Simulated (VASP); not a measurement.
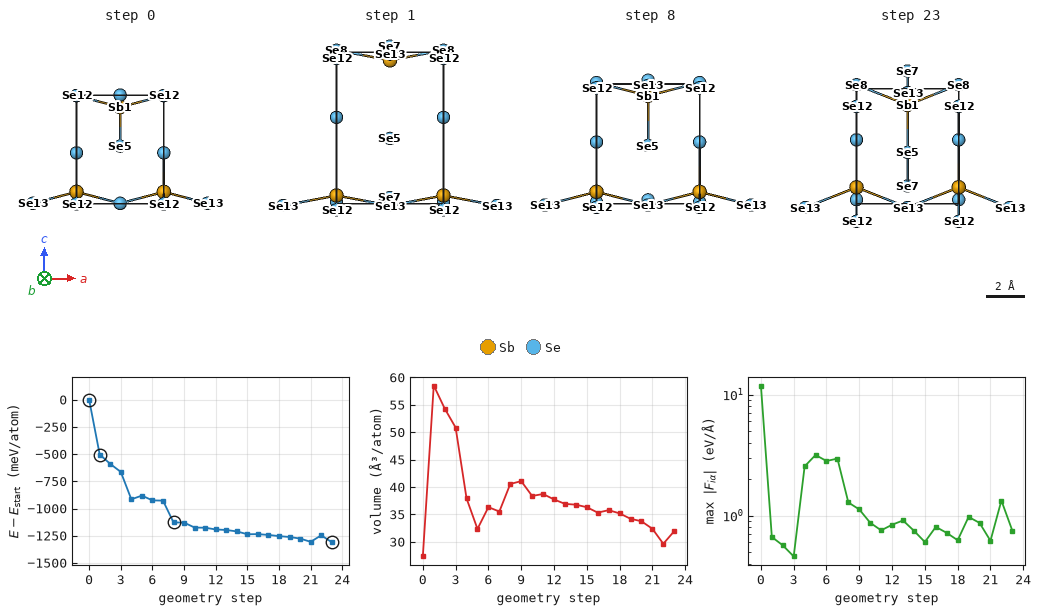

Frames of a relaxation of a crystal of Sb2Se5 (a generated structure, set up in Pmmn), marked on the history of the run. Style: ball-and-stick. Shown: the cell of the calculation, along the b axis.

The run lets cell and atoms move.

All numbers below come from Kohn-Sham DFT of a periodic cell, PBE, VASP PAW PBE potentials, recommended in VASP 6.6.1.

Input file:
```
PREC     = Normal         # precision mode
ENCUT    = 520            # plane-wave cutoff, eV
EDIFF    = 1E-4           # SCF threshold, eV
ISMEAR   = 0              # smearing method
SIGMA    = 0.15           # smearing width, eV
LREAL    = Auto         
LASPH    = True           # aspherical terms in the spheres
NELM     = 60             # most SCF steps
ALGO     = Fast           # electronic algorithm
ISIF     = 3              # what is computed and relaxed
LWAVE    = False          # write WAVECAR
LCHARG   = False          # write CHGCAR
GGA      = PE             # functional
IBRION   = 2              # ionic algorithm
NSW      = 24             # ionic steps
EDIFFG   = -0.08          # ionic threshold
```

Launched with:
```bash
cat potpaw_PBE.64/Sb/POTCAR potpaw_PBE.64/Se/POTCAR > POTCAR
mpirun -np 1 vasp_std > vasp.out
```

> What happens along the run?

The relaxation stopped without meeting its thresholds, so the last structure isn't shown to be converged. Over 23 geometry steps the energy falls by 1310 meV per atom. The largest force component goes from 12 to 0.75 eV/Å. Pressure: 35.35 GPa at the start and 0.77 GPa at the end. The largest moves relative to the cell, 0.93 Å, are those of Se atoms. By element the largest moves are Se 0.93 Å, Sb 0.22 Å. The drawn cell changes as follows: a 4.600 → 5.384 Å (+17.1 %), b 14.600 → 13.725 Å (−6.0 %), c 5.700 → 6.055 Å (+6.2 %); the volume changes by +16.9 %. Near-neighbour distances that change, for instance: Se–Se 3.695 → 2.696 Å, Se–Se 3.056 → 3.747 Å, Sb–Se 2.260 → 2.782 Å, Sb–Se 2.423 → 2.895 Å. Among the angles between lasting bonds that change: Sb–Se–Sb 148.0° → 99.9°, Se–Sb–Se 149.7° → 125.8°, Se–Sb–Se 104.7° → 128.0°. The space group stays Pmmn (No. 59). The volume changes by over a tenth within one run on a fixed set of plane waves, so the end point should be relaxed again from the new cell. It ran on 1 thread of Intel(R) Xeon(R) 6975P-C (Granite Rapids), with other jobs on the host. From step 0 to 1: Se atoms move most (0.80 Å), volume +114.1 %, energy −503 meV per atom. From step 1 to 8: Se atoms move most (0.35 Å), volume −30.7 %, energy −624 meV per atom. From step 8 to 23: Se atoms move most (0.74 Å), volume −21.2 %, energy −182 meV per atom.

| step | E − E(0), meV/atom | largest force component, eV/Å | pressure, GPa | volume, Å³/atom |
| --- | --- | --- | --- | --- |
| 0 | 0.00 | 11.8801 | 35.35 | 27.344 |
| 1 | -503.49 | 0.6644 | -3.65 | 58.538 |
| 2 | -589.89 | 0.5669 | -3.43 | 54.334 |
| 3 | -663.49 | 0.4589 | -3.12 | 50.867 |
| 4 | -915.50 | 2.5480 | 1.21 | 37.931 |
| 5 | -881.27 | 3.1651 | 8.65 | 32.358 |
| 6 | -925.40 | 2.8220 | 2.61 | 36.340 |
| 7 | -927.40 | 2.9554 | 3.46 | 35.535 |
| 8 | -1127.95 | 1.2817 | -2.37 | 40.565 |
| 9 | -1129.38 | 1.1224 | -2.61 | 41.085 |
| 10 | -1175.14 | 0.8707 | -0.05 | 38.375 |
| 11 | -1176.64 | 0.7539 | -0.50 | 38.737 |
| 12 | -1192.38 | 0.8386 | -0.02 | 37.745 |
| 13 | -1197.52 | 0.9103 | 0.56 | 36.935 |
| 14 | -1210.40 | 0.7479 | 0.33 | 36.788 |
| 15 | -1236.53 | 0.6038 | -0.46 | 36.329 |
| 16 | -1235.44 | 0.8049 | -1.13 | 35.340 |
| 17 | -1242.96 | 0.7183 | -1.01 | 35.786 |
| 18 | -1253.66 | 0.6248 | -0.75 | 35.201 |
| 19 | -1261.92 | 0.9734 | -0.17 | 34.216 |
| 20 | -1276.04 | 0.8693 | -0.13 | 33.760 |
| 21 | -1306.33 | 0.6179 | 0.33 | 32.391 |
| 22 | -1246.47 | 1.3289 | 4.36 | 29.654 |
| 23 | -1309.51 | 0.7502 | 0.77 | 31.958 |
